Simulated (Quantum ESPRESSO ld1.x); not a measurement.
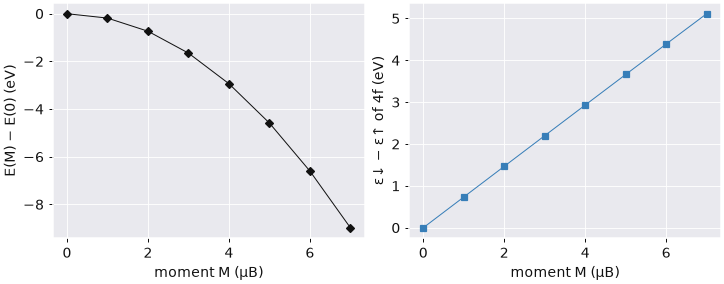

For Gd²⁺ in [Xe] 4f7 5d1, the spin moment of the 4f shell is fixed at a series of values. All numbers are computed, not measured: scalar-relativistic Kohn-Sham, LDA (Slater exchange, VWN5 correlation), spin-polarised, spherical densities, point nucleus (Quantum ESPRESSO ld1.x 7.5). The plot shows the energy and the exchange splitting.

Describe both curves.

The energy falls with the moment, to −8.98 eV at M = 7 μB, the largest moment run, in line with Hund's first rule (at fractional spins the functional's fractional-spin error adds to the fall). A fit E = −I M²/4 gives an exchange integral I of about 0.73 eV, and the exchange splitting grows nearly in proportion to M, to 5.11 eV (0.73 eV per μB).
